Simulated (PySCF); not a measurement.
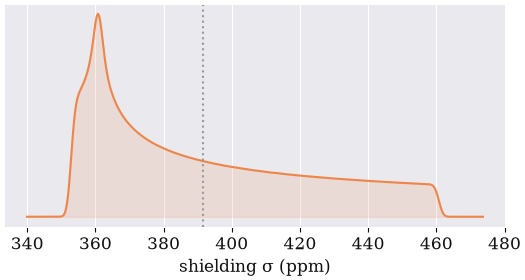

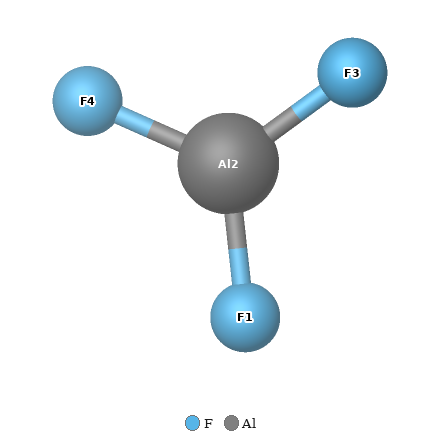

Static powder pattern (¹⁹F) from GIAO shielding tensors of AlF₃ (aluminum trifluoride), SMILES [F][Al]([F])[F], singlet, PBE0/pcSseg-2 with PySCF 2.14.0, at a PBE0-D3(BJ)/def2-TZVP geometry (no frequency check); absolute shielding, one fixed geometry of the isolated molecule without any motion, no dipolar terms. The dotted line is the isotropic value; skew is 3(σiso − σ22)/span.

The pattern belongs to F4. Give the principal values, span and skew.

Answer. F4: σ11, σ22, σ33 = 353, 361, 461 ppm, isotropic 391, span 108 ppm, skew 0.85.
